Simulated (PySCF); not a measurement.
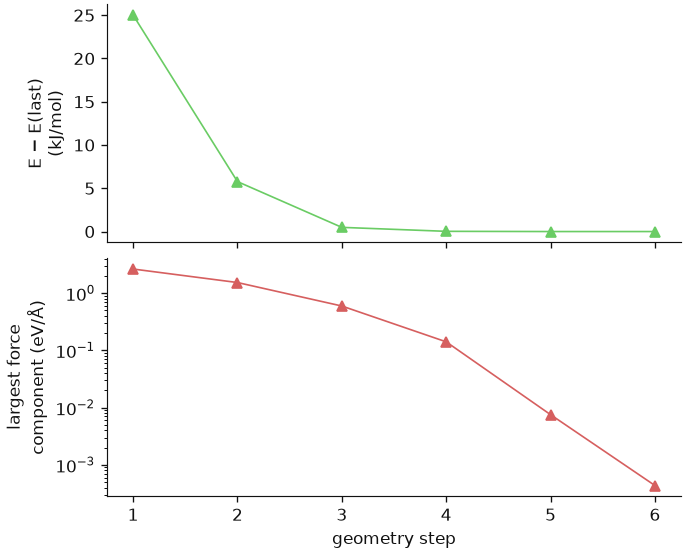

History of a geometry optimisation. The start has point group C2v, which is kept. A held symmetry can leave a saddle point.

The run: NiO2 molecule, multiplicity 3, by PySCF, UKS-based PBE0, Ni def2-TZVP, O def2-TZVP; non-relativistic Hamiltonian; density fitting.

How did the optimisation end?

The optimisation met its thresholds at geometry 6, counting the start as the first. The energy fell by about 25 kJ/mol from the first step to the last. The largest force component goes from about 2.6 eV/Å at the start to 4 × 10⁻⁴ eV/Å at the end.
